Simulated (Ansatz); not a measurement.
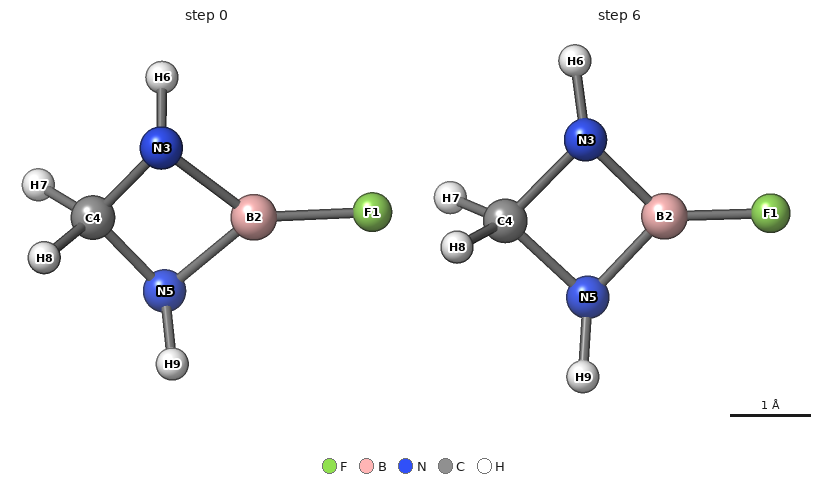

The structure of CH₄BFN₂ (coarse preliminary run) before (left) and after (right) a relaxation, at one scale.

The picture is a ball-and-stick view, seen face on.

The start comes from a force field.

Theory: RKS PBE-D4/def2-SVP in Ansatz 0.2.0.

Input
```yaml
crystal:
  periodic: [false, false, false]
  atoms:
    - {symbol: F, position_ang: [2.047800, -0.141600, 1.678000]}
    - {symbol: B, position_ang: [0.886000, -0.049500, 0.742200]}
    - {symbol: N, position_ang: [0.596700, 0.529800, -0.687300]}
    - {symbol: C, position_ang: [-0.635300, 0.036100, -0.590800]}
    - {symbol: N, position_ang: [-0.577100, -0.550700, 0.703500]}
    - {symbol: H, position_ang: [1.178400, -0.045500, -1.342700]}
    - {symbol: H, position_ang: [-0.893400, -0.759800, -1.343900]}
    - {symbol: H, position_ang: [-1.414000, 0.872900, -0.627000]}
    - {symbol: H, position_ang: [-1.100600, 0.061900, 1.450900]}
basis:
  gaussian: {orbitals: def2-SVP}
hamiltonian: {xc: pbe, dispersion: d4}
relax: {f_tol: 0.03, max_steps: 200}
```

Command:
```bash
ansatz run in.yaml --threads 2 --pin off --events-out ev --progress --plain --max-ram 4352MiB
```

### Describe what moved and what it gained.

The atom that moves furthest after the best rigid fit is H6 (0.28 Å). Largest moves by element: H 0.28 Å, N 0.26 Å, F 0.19 Å, C 0.04 Å, B 0.03 Å. Some distances before and after: F1–B2 1.495 → 1.337 Å, N3–C4 1.331 → 1.473 Å, B2–N3 1.569 → 1.441 Å, B2–N5 1.547 → 1.441 Å. Bond angles that change, for instance: B2–N3–H6 105.3° → 133.6°, C4–N3–H6 110.8° → 122.9°, C4–N5–H9 111.7° → 123.0°. The energy falls by 44.0 kcal/mol in 5 accepted moves (6 points after the start). The largest force component goes from 7.7 to 0.013 eV/Å. The line search rejected the trial step at point 3 of the run. Cost: 15 s on 2 threads of Arm Neoverse V1, on a shared host.
